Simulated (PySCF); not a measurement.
## Electronic structure of C$_{4}$H$_{15}$NSi$_{2}$ (SMILES CC(C)(C)[SiH2][SiH2]N) in real space

```json
{"atom": "C", "x (Å)": "-1.0687", "y (Å)": "-0.5061", "z (Å)": "-1.1427"}
{"atom": "C", "x (Å)": "-0.8400", "y (Å)": "0.2149", "z (Å)": "0.1884"}
{"atom": "C", "x (Å)": "-1.0129", "y (Å)": "-0.7660", "z (Å)": "1.3517"}
{"atom": "C", "x (Å)": "-1.8330", "y (Å)": "1.3716", "z (Å)": "0.3308"}
{"atom": "Si", "x (Å)": "0.9398", "y (Å)": "0.9174", "z (Å)": "0.2306"}
{"atom": "Si", "x (Å)": "2.5703", "y (Å)": "-0.7716", "z (Å)": "0.1768"}
{"atom": "N", "x (Å)": "4.1010", "y (Å)": "-0.0218", "z (Å)": "-0.1720"}
{"atom": "H", "x (Å)": "-0.9358", "y (Å)": "0.1705", "z (Å)": "-2.0023"}
{"atom": "H", "x (Å)": "-0.3812", "y (Å)": "-1.3559", "z (Å)": "-1.2751"}
{"atom": "H", "x (Å)": "-2.0987", "y (Å)": "-0.9024", "z (Å)": "-1.1908"}
{"atom": "H", "x (Å)": "-0.3254", "y (Å)": "-1.6245", "z (Å)": "1.2735"}
{"atom": "H", "x (Å)": "-0.8361", "y (Å)": "-0.2830", "z (Å)": "2.3263"}
{"atom": "H", "x (Å)": "-2.0409", "y (Å)": "-1.1701", "z (Å)": "1.3642"}
{"atom": "H", "x (Å)": "-2.8703", "y (Å)": "0.9915", "z (Å)": "0.3074"}
{"atom": "H", "x (Å)": "-1.7306", "y (Å)": "2.1027", "z (Å)": "-0.4869"}
{"atom": "H", "x (Å)": "-1.6995", "y (Å)": "1.9106", "z (Å)": "1.2824"}
{"atom": "H", "x (Å)": "1.1263", "y (Å)": "1.7360", "z (Å)": "1.4734"}
{"atom": "H", "x (Å)": "1.1450", "y (Å)": "1.8310", "z (Å)": "-0.9440"}
{"atom": "H", "x (Å)": "2.6892", "y (Å)": "-1.4409", "z (Å)": "1.5110"}
{"atom": "H", "x (Å)": "2.1366", "y (Å)": "-1.8540", "z (Å)": "-0.7803"}
{"atom": "H", "x (Å)": "4.9458", "y (Å)": "-0.5810", "z (Å)": "-0.1139"}
{"atom": "H", "x (Å)": "4.1567", "y (Å)": "0.6130", "z (Å)": "-0.9612"}
```

Geometry: PBE0-D3(BJ)/def2-SVP.

Method: PySCF, PBE0/pcSseg-1, SCF density, gas phase, non-relativistic.

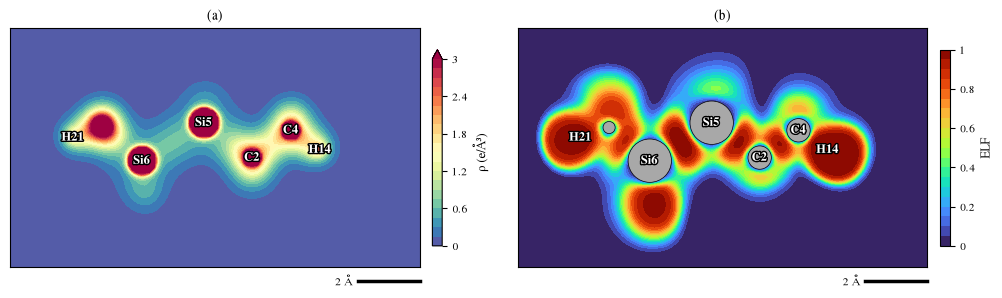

Figure 1. (a) total electron density; (b) ELF on the plane of atoms C2, C4 and H14. Grey discs cover the atomic cores in the ELF map.

Q: What does the map show?

A: Atoms in the plane: C, Si and H.
C–C (1.53 Å): ρ is about 1.6 e/Å³ halfway; the ELF peaks at about 0.95 between the atoms: a shared electron pair.
C–Si (1.91 Å): ρ at the midpoint is about 0.91 e/Å³; the ELF peaks at about 0.95 between the atoms (localised, covalent bonding).
Si–Si (2.35 Å): the density is about 0.65 e/Å³ at the midpoint; the ELF peaks at about 1 between the atoms: a covalent bond.
C–H (1.11 Å): ρ is about 1.9 e/Å³ halfway; the ELF climbs to about 1 towards the hydrogen, as it does in any bond to H (a covalent bond by its length).
The ELF also peaks beside N7, away from the bonds: lone-pair regions.

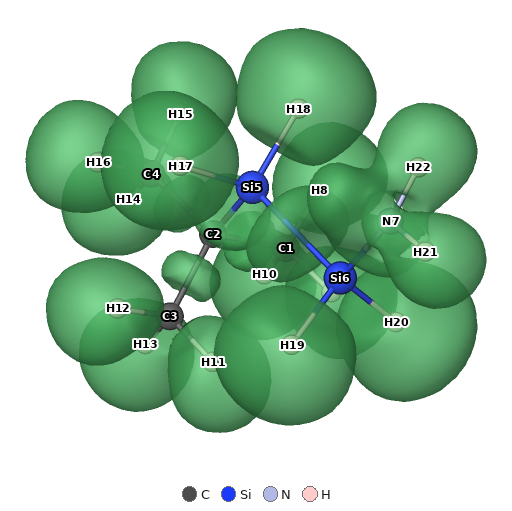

Figure 2. Isosurface of the electron localisation function at 0.75 (green), seen at an oblique angle. Core shells and regions of very low density are left out.

Q: Where are the electrons localised?

A: At this value the surface marks out three regions between bonded C–C atoms (shared pairs), one region between bonded C–Si atoms (shared pairs), one region between bonded Si–Si atoms (shared pairs), 13 regions around hydrogen nuclei and one joined region spread over several atoms (H, N), in which their bonds and any lone pairs are merged.


 Si–N (1.74 Å): the ELF peaks at about 0.90 between the atoms: a shared but strongly polarised pair.

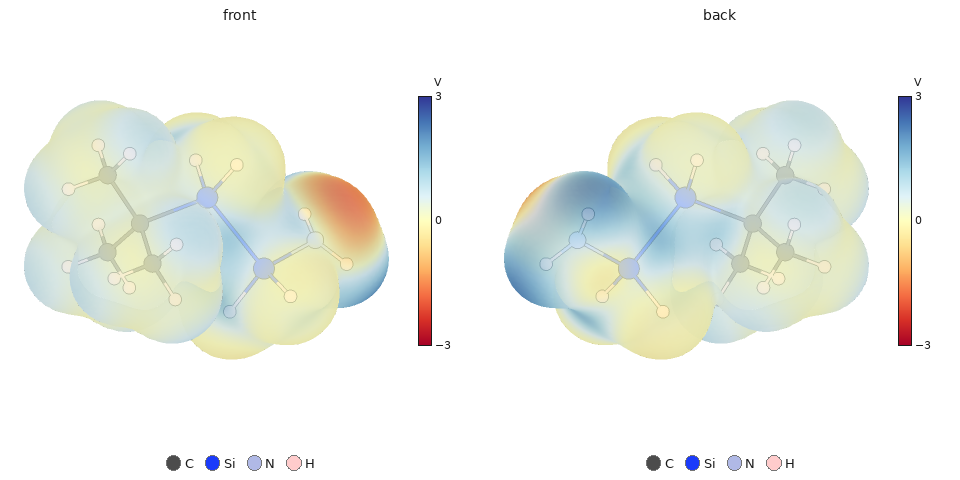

Figure 3. The electrostatic potential painted on the density surface at 0.004 e/bohr³, seen from the front and from behind; red is negative and blue positive.

Q: Which sites attract a positive test charge, and which a negative one?

A: A positive charge is drawn to the negative regions and a negative charge to the positive ones. The most negative region (about −1.7 V, or −39 kcal/mol for a unit charge) lies over N7, the most positive (about +2.1 V, or +48 kcal/mol for a unit charge) over H21 and H22. N7 is the likeliest acceptor of a hydrogen bond.

Q: What dipole moment does the calculation give?

A: Its dipole moment is 0.95 D.
